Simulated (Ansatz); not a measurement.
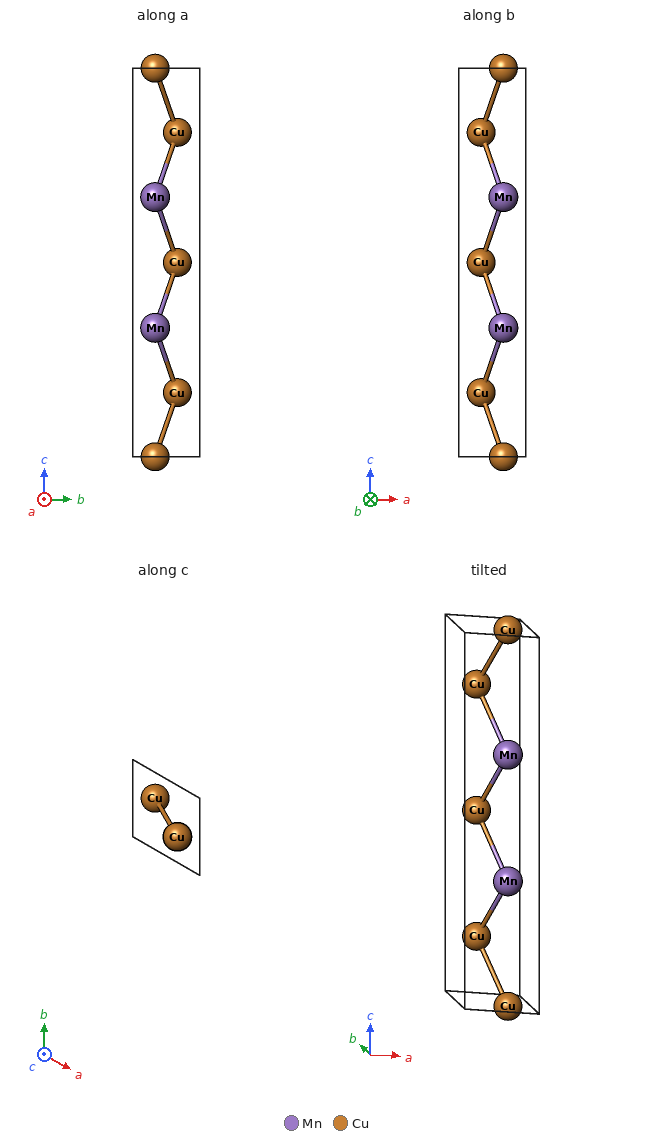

Crystal structure, ball-and-stick style, seen along the a axis, along the b axis, along the c axis and slightly off an axis. One conventional unit cell is framed, with atoms on its boundary repeated.

Lattice parameters: a = 2.5523 Å, b = 2.5523 Å, c = 12.8599 Å, α = 90.000°, β = 90.000°, γ = 120.000°.

Reconstruct the structure as a CIF with its space group and independent sites, with free fractional coordinates to two decimals.

Answer.
```cif
data_structure
_symmetry_space_group_name_H-M 'P -6 m 2'
_symmetry_Int_Tables_number 187
_cell_length_a 2.5523
_cell_length_b 2.5523
_cell_length_c 12.8599
_cell_angle_alpha 90.000
_cell_angle_beta 90.000
_cell_angle_gamma 120.000
_cell_volume 72.55
loop_
_atom_site_label
_atom_site_type_symbol
_atom_site_symmetry_multiplicity
_atom_site_Wyckoff_symbol
_atom_site_fract_x
_atom_site_fract_y
_atom_site_fract_z
_atom_site_occupancy
Mn1 Mn 2 i 0.6667 0.3333 0.33 1
Cu1 Cu 2 h 0.3333 0.6667 0.83 1
Cu2 Cu 1 d 0.3333 0.6667 0.50 1
Cu3 Cu 1 e 0.6667 0.3333 0.00 1
```

Starting structure: a structure type filled with these elements by a generator (whether the compound takes this form wasn't checked). What is shown is the relaxed result from Ansatz, DFT PBE, scalar-relativistic, plane waves, PAW.
